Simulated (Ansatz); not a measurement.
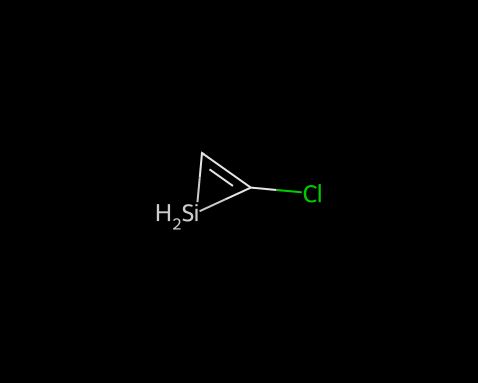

The picture comes from a calculation with Ansatz.

Skeletal drawing of a molecule.

### Give its SMILES.

ClC1=C[SiH2]1

### Give the formula, hydrogens included.

C2H3ClSi.

### An optimisation with PBE-D4/def2-SVP gave a structure of which point group?

Cs.
